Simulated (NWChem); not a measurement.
# C2H7Bi (SMILES [H][Bi]([H])[CH2]C): levels of theory compared

We compute a comparison of 6 runs (HF/def2-SVP, HF/def2-TZVP, B3LYP/def2-SVP, PBE0/def2-SVP, r2SCAN/def2-SVP, CCSD(T)/def2-SVP) of C2H7Bi. 

The calculation is run with NWChem 7.3.0.

### 1 The system as given

The species is C2H7Bi (10 atoms), meant as a singlet with charge 0. As SMILES, `[H][Bi]([H])[CH2]C`. Geometry: a GFN2-xTB relaxation, a rough one for these elements and not checked as a minimum. This is one conformer, not always the lowest.

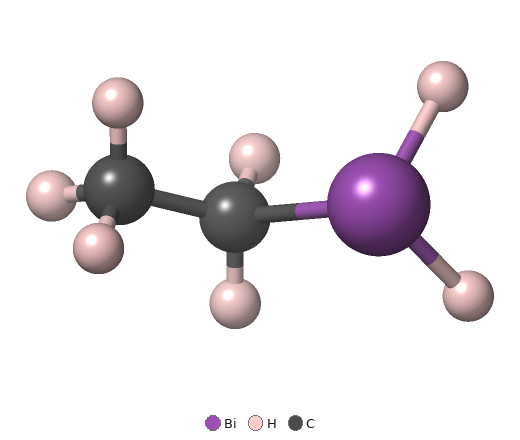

The structure, seen from a chosen angle (bismuth purple, hydrogen pink, carbon dark grey).

### 2 Energy and gradient at HF/def2-SVP (core potential) (run 1)

geom.nw reads:

```
START geom
TITLE "BiH2Et"
memory stack 880 mb heap 220 mb global 1100 mb

GEOMETRY units angstroms noautosym nocenter noautoz
  Bi     1.061340     1.456820     0.763890
  H      2.508900     1.425240    -0.264660
  H      0.382550     2.685290    -0.323830
  C      0.102200    -0.261470    -0.412120
  C     -0.950680    -0.987810     0.407350
  H      0.892460    -0.946320    -0.703140
  H     -0.335700     0.153780    -1.312600
  H     -1.395670    -1.801680    -0.166340
  H     -0.515420    -1.414530     1.310350
  H     -1.749980    -0.309320     0.701100
END

BASIS spherical bse
  * library def2-SVP
END

ECP bse
  Bi library def2-SVP
END

SCF
  thresh 1e-08
  maxiter 80
END

TASK scf gradient
```

Command:

```console
$ nwchem geom.nw > geom.out
```

Output:

```text
[...]
  functions       =    89
[...]
  wavefunction    = RHF
[...]
         Total SCF energy =   -293.261400629664
      One-electron energy =   -736.775831658189
      Two-electron energy =    313.997811623325
 Nuclear repulsion energy =    129.516619405200
        Time for solution =     35.0s
[...]
                         RHF ENERGY GRADIENTS
    atom               coordinates                        gradient
                 x          y          z           x          y          z
   1 Bi      2.005642   2.752991   1.443543   -0.001623   0.000686   0.005743
   2 H       4.741134   2.693313  -0.500135   -0.003763   0.000175  -0.001584
   3 H       0.722915   5.074462  -0.611950    0.002726  -0.003035  -0.001477
   4 C       0.193130  -0.494107  -0.778794    0.002806   0.001886  -0.003891
   5 C      -1.796525  -1.866690   0.769780   -0.001549  -0.000856   0.000751
   6 H       1.686505  -1.788285  -1.328742   -0.004017  -0.000078   0.001310
   7 H      -0.634381   0.290602  -2.480454   -0.000983  -0.002421   0.003489
   8 H      -2.637434  -3.404682  -0.314337    0.001716   0.001685   0.000080
   9 H      -0.974003  -2.673074   2.476202    0.001486   0.001518  -0.002395
  10 H      -3.306983  -0.584530   1.324887    0.003202   0.000439  -0.002025
[...]
```

Wall time 44 s (1 thread of Intel Xeon Platinum 8488C (Sapphire Rapids), shared host); peak memory 0.1 GiB.

### 3 Energy and forces at HF/def2-TZVP (core potential) (run 2)

c2h7bi.xyz reads:

```xyz
10
BiH2Et
Bi     1.061340     1.456820     0.763890
H      2.508900     1.425240    -0.264660
H      0.382550     2.685290    -0.323830
C      0.102200    -0.261470    -0.412120
C     -0.950680    -0.987810     0.407350
H      0.892460    -0.946320    -0.703140
H     -0.335700     0.153780    -1.312600
H     -1.395670    -1.801680    -0.166340
H     -0.515420    -1.414530     1.310350
H     -1.749980    -0.309320     0.701100
```

c2h7bi.nw reads:

```
start c2h7bi
title "BiH2Et"
memory stack 880 mb heap 220 mb global 1100 mb

geometry units angstrom noautosym nocenter noautoz
  load c2h7bi.xyz
end

basis spherical bse
  * library def2-TZVP
end

ecp bse
  Bi library def2-TZVP
end

scf
  thresh 1e-08
  maxiter 80
end

task scf gradient
```

Command:

```console
$ nwchem c2h7bi.nw > c2h7bi.out
```

Output:

```text
[...]
  functions       =   154
[...]
  wavefunction    = RHF
[...]
         Total SCF energy =   -293.357222281822
      One-electron energy =   -737.040711435117
      Two-electron energy =    314.166869748094
 Nuclear repulsion energy =    129.516619405200
        Time for solution =    237.2s
[...]
                         RHF ENERGY GRADIENTS
    atom               coordinates                        gradient
                 x          y          z           x          y          z
   1 Bi      2.005642   2.752991   1.443543    0.000517   0.004328   0.010400
   2 H       4.741134   2.693313  -0.500135   -0.002876   0.000142  -0.002388
   3 H       0.722915   5.074462  -0.611950    0.002287  -0.002300  -0.002357
   4 C       0.193130  -0.494107  -0.778794   -0.000923  -0.000279  -0.000429
   5 C      -1.796525  -1.866690   0.769780    0.001843   0.001390  -0.001971
   6 H       1.686505  -1.788285  -1.328742   -0.000033  -0.003585  -0.000468
   7 H      -0.634381   0.290602  -2.480454   -0.003186  -0.000528  -0.001461
   8 H      -2.637434  -3.404682  -0.314337   -0.000300  -0.001976  -0.002493
   9 H      -0.974003  -2.673074   2.476202    0.003299  -0.000579   0.001784
  10 H      -3.306983  -0.584530   1.324887   -0.000627   0.003388  -0.000615
[...]
```

Wall time 4.9 min (1 thread of Intel Xeon Platinum 8488C (Sapphire Rapids), shared host); peak memory 0.12 GiB.

Run 3 isn't shown in full; the table further down has it.

### 4 Energy and forces at PBE0/def2-SVP (core potential) (run 4)

nw.xyz reads:

```xyz
10
C2H7Bi gradient
Bi     1.061340     1.456820     0.763890
H      2.508900     1.425240    -0.264660
H      0.382550     2.685290    -0.323830
C      0.102200    -0.261470    -0.412120
C     -0.950680    -0.987810     0.407350
H      0.892460    -0.946320    -0.703140
H     -0.335700     0.153780    -1.312600
H     -1.395670    -1.801680    -0.166340
H     -0.515420    -1.414530     1.310350
H     -1.749980    -0.309320     0.701100
```

nw.nw reads:

```
START nw
TITLE "C2H7Bi gradient"
memory 2200 mb

GEOMETRY noautosym nocenter noautoz
load nw.xyz
END

BASIS spherical bse
* library def2-SVP
END

ECP bse
Bi library def2-SVP
END

DFT
xc pbe0
grid xfine
convergence energy 1e-08
maxiter 100
mulliken
END

TASK dft gradient
```

Command:

```console
$ nwchem nw.nw > nw.out
```

Output:

```text
[...]
          Wavefunction type:  closed shell.
          No. of atoms     :    10
          No. of electrons :    42
[...]
          Charge           :     0
          Spin multiplicity:     1
[...]
          AO basis - number of functions:    89
[...]
              XC Information
              --------------
                         PBE0 Method XC Functional
                     Hartree-Fock (Exact) Exchange  0.250
          PerdewBurkeErnzerhof Exchange Functional  0.750
            Perdew 1991 LDA Correlation Functional  1.000 local
           PerdewBurkeErnz. Correlation Functional  1.000 non-local
[...]
 d= 0,ls=0.0,diis     1   -294.8363244908 -4.24D+02  8.72D-03  1.64D-01    14.3
[...]
 d= 0,ls=0.0,diis     8   -294.8598025060 -1.53D-10  1.68D-06  2.48D-08   108.0
         Total DFT energy =     -294.859802506004
      One electron energy =     -737.475206391072
           Coulomb energy =      343.578708013895
    Exchange-Corr. energy =      -30.479923534028
 Nuclear repulsion energy =      129.516619405200
[...]
      Total Density - Mulliken Population Analysis
     ---------------------------------------------
    Atom       Charge   Shell Charges
 -----------   ------   -------------------------------------------------------
    1 Bi  23    22.71  -0.87  2.93  1.27  0.52  1.30  4.71  1.69  1.08  9.69  0.39
    2 H    1     1.08   0.67  0.40  0.01
    3 H    1     1.08   0.67  0.40  0.01
    4 C    6     6.34   1.99  0.89  0.33  2.05  1.05  0.03
    5 C    6     6.08   1.99  0.89  0.17  2.12  0.89  0.03
    6 H    1     0.93   0.74  0.16  0.02
    7 H    1     0.92   0.74  0.16  0.02
    8 H    1     0.95   0.74  0.19  0.02
    9 H    1     0.95   0.74  0.19  0.02
   10 H    1     0.95   0.74  0.19  0.02
[...]
  wavefunction    = closed shell
                         DFT ENERGY GRADIENTS
    atom               coordinates                        gradient
                 x          y          z           x          y          z
   1 Bi      2.005642   2.752991   1.443543    0.000499   0.003275  -0.003469
   2 H       4.741134   2.693313  -0.500135   -0.005499   0.000069   0.002108
   3 H       0.722915   5.074462  -0.611950    0.003204  -0.004545   0.002341
   4 C       0.193130  -0.494107  -0.778794    0.006949   0.002302  -0.010027
   5 C      -1.796525  -1.866690   0.769780   -0.008449  -0.006505   0.004659
   6 H       1.686505  -1.788285  -1.328742   -0.009297   0.003868   0.003016
   7 H      -0.634381   0.290602  -2.480454    0.001722  -0.005381   0.009184
   8 H      -2.637434  -3.404682  -0.314337    0.004157   0.006363   0.003481
   9 H      -0.974003  -2.673074   2.476202   -0.000997   0.003954  -0.007602
  10 H      -3.306983  -0.584530   1.324887    0.007711  -0.003400  -0.003692
[...]
```

Run time: 2.3 min. Hardware: 1 thread of Intel Xeon Platinum 8488C (Sapphire Rapids), shared host; peak memory 0.15 GiB.

Run 5 isn't shown in full; the table further down has it.

### 5 A single-point energy at CCSD(T)/def2-SVP (core potential) (run 6)

m1.xyz reads:

```xyz
10
BiH2Et
Bi     1.061340     1.456820     0.763890
H      2.508900     1.425240    -0.264660
H      0.382550     2.685290    -0.323830
C      0.102200    -0.261470    -0.412120
C     -0.950680    -0.987810     0.407350
H      0.892460    -0.946320    -0.703140
H     -0.335700     0.153780    -1.312600
H     -1.395670    -1.801680    -0.166340
H     -0.515420    -1.414530     1.310350
H     -1.749980    -0.309320     0.701100
```

m1.nw reads:

```
start m1
title "BiH2Et"
memory stack 880 mb heap 220 mb global 1100 mb
charge 0
geometry noautosym nocenter noautoz
 load m1.xyz
end
basis spherical bse
 * library def2-SVP
end
ecp bse
 Bi library def2-SVP
end
scf
 singlet
 rhf
 thresh 1e-08
 maxiter 80
end
ccsd
 freeze core 6
 maxiter 60
end
task ccsd(t) energy
```

Command:

```console
$ nwchem m1.nw > m1.out
```

Output:

```text
[...]
  functions       =    89
[...]
  wavefunction    = RHF
[...]
         Total SCF energy =   -293.261400627859
      One-electron energy =   -736.775831655901
      Two-electron energy =    313.997811622841
 Nuclear repulsion energy =    129.516619405200
        Time for solution =     34.2s
[...]
 Total MP2 energy:           -293.685993344388237
[...]
             energy      energy      error      ampl     ampl      Block
                                                time     time      time
[...]
 Total CCSD energy:           -293.734475557625842
[...]
 Total CCSD+T(CCSD) energy:           -293.749108782299288
[...]
 Total CCSD(T) energy:                -293.748611867598754
[...]
```

Run time: 7.8 min. Hardware: 1 thread of Intel Xeon Platinum 8488C (Sapphire Rapids), shared host; peak memory 0.28 GiB.

### 6 The series

```
run                              level  core potential  iteration cap  energy (Eh)  dipole moment (D)  HOMO energy (eV)  LUMO energy (eV)  wall time
  1       HF/def2-SVP (core potential)        def2-SVP             80  -293.261401               1.03             -9.17              2.89       44 s
  2      HF/def2-TZVP (core potential)       def2-TZVP             80  -293.357222               1.07             -9.19              2.34    4.9 min
  3    B3LYP/def2-SVP (core potential)        def2-SVP            100  -295.039748               0.96             -6.78             -0.23    2.2 min
  4     PBE0/def2-SVP (core potential)        def2-SVP            100  -294.859803               0.92             -6.98              0.00    2.3 min
  5   r2SCAN/def2-SVP (core potential)        def2-SVP            100  -295.004527               0.94             -6.20             -0.51    3.4 min
  6  CCSD(T)/def2-SVP (core potential)        def2-SVP             80  -293.748612                  –             -9.17              2.89    7.8 min
```

### 7 Outcome

| quantity | value |
| --- | --- |
| run 6: total energy | -293.74861 Eh |
| run 6: HOMO energy (Hartree–Fock orbitals) | -9.17 eV |
| run 6: LUMO energy (Hartree–Fock orbitals) | 2.89 eV |
| run 6: HOMO–LUMO gap (Hartree–Fock orbitals) | 12.06 eV |
| run 6: correlation energy (6 core orbitals frozen) | -487.2 mEh |
| run 6: (T) correction | -14.14 mEh |

**Reading.** Over runs 1, 2, 3, 4, 5 the dipole moment (its size) runs from 0.92 D (PBE0/def2-SVP) to 1.07 D (HF/def2-TZVP). The two ends differ in method and basis. Over runs 1, 2, 3, 4, 5 the HOMO–LUMO gap runs from 5.69 eV (r2SCAN/def2-SVP) to 12.06 eV (HF/def2-SVP). Exact exchange widens orbital gaps. Totals of different functionals can't be ranked against each other. All runs together took 21 min, the longest 7.8 min.
